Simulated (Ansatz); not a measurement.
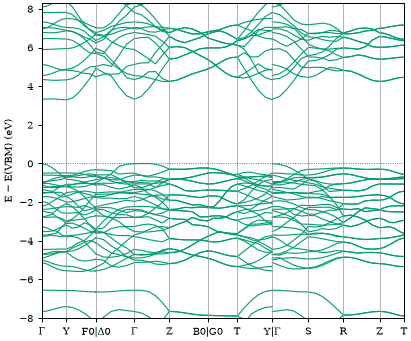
*Band structure from DFT-r²SCAN in the program Ansatz with PAW potentials*

Question: Read off the gap and where the band edges lie.

Answer: About 3.3 eV (3.29 eV by a search for the band edges); maximum on the Γ–Z line, 33 % of the way from Γ, minimum at Y.

The material is SiBi$_{2}$O$_{5}$ in space group Cmcm (No. 63; Pearson symbol oS32).

The start of the workflow was typed in or built on a structure type; neither database checked (COD, Materials Project) lists it. Its standing as an ambient phase is unchecked. Symmetry was held in the r²SCAN relaxation; whether a distortion lowers the energy is not shown. Spin–orbit coupling is left out wherever it is not named.

Potentials: the earlier of the program's two PAW sets.
